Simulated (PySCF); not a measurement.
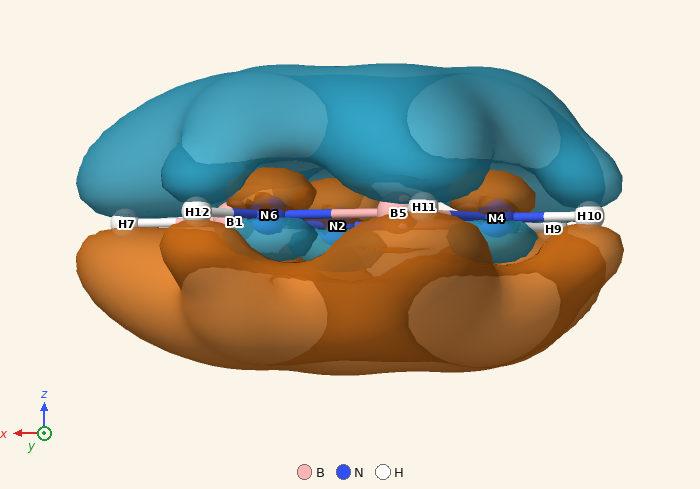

*B3H6N3, SMILES `B1NBNBN1`. Change of the electron density in a uniform field of 0.21 V/Å, surfaces at ±0.0008 e/Å³ (light blue: gain, orange: loss).*

Computed with PySCF, ωB97X/6-311G**, geometry: GFN2-xTB. No frequency check shows the geometry to be a minimum. A basis without diffuse functions makes polarisabilities too small.

> Along which Cartesian direction does the field point?

Along −z: electrons gather on the +z side, against the field.

> What dipole is induced, and what polarisability does it imply?

The induced dipole is 0.34 D (along the field); α along this axis, from the fields in both directions, is 34 bohr³ (5.0 Å³).

> Which atoms gain and lose the most charge?

Hardly any: no atom's Hirshfeld charge changes by as much as 0.002 e. The density shifts from one side of each atom to the other; 0.041 electrons are displaced in all.

Run time: 39 s on 1 thread of Arm Neoverse V2, with other jobs on the host, peak memory 0.73 GiB.
